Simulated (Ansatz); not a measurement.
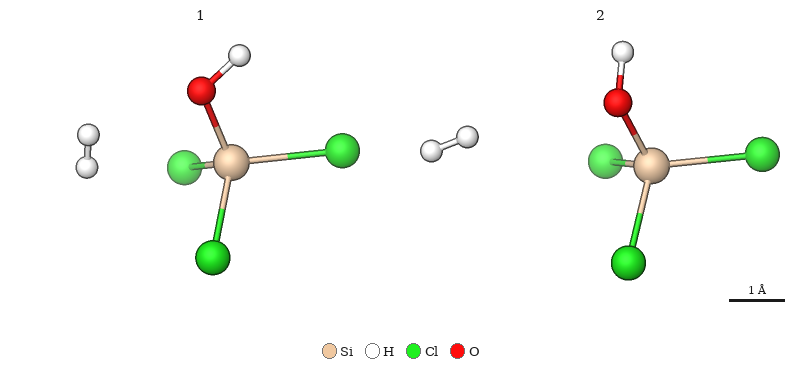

Two geometries of SiH$_{3}$OCl$_{3}$, drawn at one scale. One is the start of a relaxation, the other its converged end. Style: ball-and-stick. Shown at a tilt.

All numbers below come from RKS r2SCAN/6-31G* in Ansatz 0.2.0. Settings: no spin polarisation; force threshold 0.03 eV/Å; at most 50 steps.

Which of the two is the end point?

Structure 2 is the relaxed one. The run prepares an end point of a later path (reaction) calculation, from a guessed geometry. An H atom moves most after the best rigid fit: 1.10 Å. By element the largest moves are H 1.10 Å, Cl 0.40 Å, O 0.38 Å, Si 0.37 Å. Among the contacts that change: H–H 0.707 → 0.743 Å, O–Si 1.660 → 1.634 Å, Cl–Si 2.054 → 2.045 Å, Cl–Si 2.036 → 2.028 Å. Among the angles between lasting bonds that change: Cl–Si–O 111.2° → 106.1°, Si–O–H 113.5° → 117.6°, Cl–Si–O 107.8° → 111.4°. Groups turn about O–Si by about 60°. The energy falls by 22.5 kJ/mol in 19 accepted moves (23 points after the start). Largest force component: 1.2 eV/Å at the start, 0.021 eV/Å at the end. The line search rejected the trial steps at points 10, 13, 16, 19 of the run. The forces were under the threshold at step 21, but the run went on from there.

Limits of the set-up: the start holds two separate molecules, 2.2 Å apart at their closest, whose relative position is a soft coordinate and is computed without a dispersion correction.
